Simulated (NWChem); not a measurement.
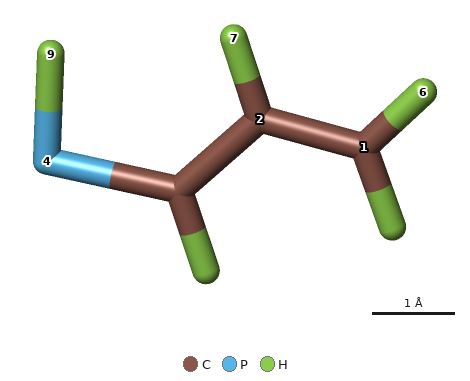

**Figure 1.** The structure (stick view, seen at a tilt; atoms are numbered from 1 in the order of the input).

Energy and gradient calculation of C₃H₅P

System: C₃H₅P, SMILES C=CC=P.
Method: B3LYP/6-31G*, RKS (NWChem 7.3.0).

The geometry comes from this level: GFN2-xTB.

## Input file
```python
from ase import Atoms
from ase.calculators.nwchem import NWChem

system = Atoms(['C', 'C', 'C', 'P', 'H', 'H', 'H', 'H', 'H'], positions=[
    [1.427490, 0.616370, -0.184380],
    [0.122450, 0.418540, 0.010650],
    [-0.487470, -0.875780, 0.014830],
    [-2.120230, -1.215990, 0.251690],
    [2.101270, -0.207390, -0.352930],
    [1.860800, 1.601390, -0.182770],
    [-0.532870, 1.265360, 0.177380],
    [0.173790, -1.718010, -0.150560],
    [-2.545230, 0.115520, 0.416090],
])

calc = NWChem(
    label='c3h5p',
    theory='dft',
    memory='2200 mb',
    basis='6-31G*',
    dft={'xc': 'b3lyp', 'mult': '1', 'grid': 'xfine', 'convergence': 'energy 1e-08', 'iterations': '100', 'mulliken': None},
)
system.calc = calc

forces = system.get_forces()
e = system.get_potential_energy()
print(f"E = {e:.6f} eV")
print("forces (eV/A):")
for s, f in zip(system.symbols, forces):
    print(f"{s:2s} {f[0]:10.5f} {f[1]:10.5f} {f[2]:10.5f}")
print("dipole (e A):", system.get_dipole_moment().round(4))
```

## File c3h5p.nwi
```
title "c3h5p"

permanent_dir c3h5p

scratch_dir c3h5p

start c3h5p

geometry units angstrom nocenter noautosym noautoz
  C  1.4274899999999999e+00 6.1636999999999997e-01 -1.8437999999999999e-01
  C  1.2245000000000000e-01 4.1854000000000002e-01 1.0650000000000000e-02
  C  -4.8747000000000001e-01 -8.7578000000000000e-01 1.4829999999999999e-02
  P  -2.1202299999999998e+00 -1.2159899999999999e+00 2.5169000000000002e-01
  H  2.1012700000000000e+00 -2.0738999999999999e-01 -3.5293000000000002e-01
  H  1.8608000000000000e+00 1.6013900000000001e+00 -1.8276999999999999e-01
  H  -5.3286999999999995e-01 1.2653600000000000e+00 1.7738000000000001e-01
  H  1.7379000000000000e-01 -1.7180100000000000e+00 -1.5056000000000000e-01
  H  -2.5452300000000001e+00 1.1552000000000000e-01 4.1609000000000002e-01
end

memory 2200 mb

basis noprint
   * library 6-31G*
end

dft
  xc b3lyp
  mult 1
  grid xfine
  convergence energy 1e-08
  iterations 100
  mulliken
end

task dft gradient
```

Machine: 1 thread of AMD EPYC (Zen 5), 16 GiB of memory available, shared host.

Launch command:
```bash
export ASE_NWCHEM_COMMAND="nwchem PREFIX.nwi > PREFIX.nwo"
python run.py
```

## The program's output
```
E = -12479.844364 eV
forces (eV/A):
C     0.34453    0.11436   -0.04998
C    -0.10788    0.20595    0.03389
C    -0.29264   -0.11076    0.04304
P    -0.21536   -0.77010   -0.02057
H     0.24143   -0.27593   -0.05739
H     0.14378    0.33769    0.00211
H    -0.08953    0.18461    0.02700
H     0.15853   -0.20862   -0.04376
H    -0.18291    0.52271    0.06572
dipole (e A): [ 0.3081  0.2325 -0.0325]
```

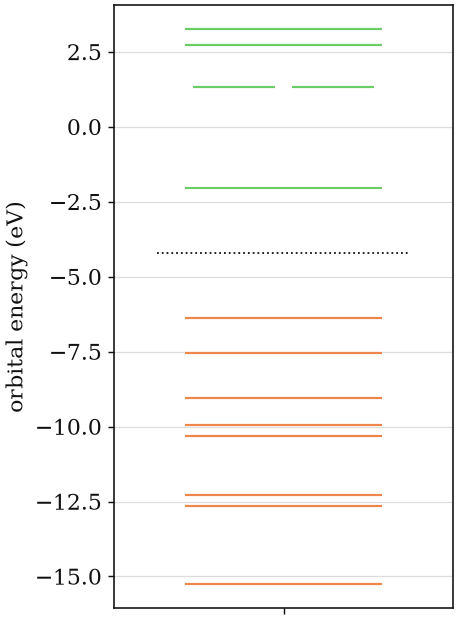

**Figure 2.** Orbital energies near the frontier; the dotted line parts filled from empty levels, and levels within 0.02 eV of each other stand side by side. Highest filled −6.37 eV, lowest empty −2.04 eV, 4.33 eV apart.

## Key numbers

| quantity | value |
| --- | --- |
| outcome | converged |
| total energy | −458.625825 hartree |
| basis functions | 74 |
| largest force | 0.800 eV/Å |
| HOMO | −6.37 eV |
| LUMO | −2.04 eV |
| dipole moment | 1.86 D |
| wall time | 25 s |
| peak memory | 0.15 GiB |
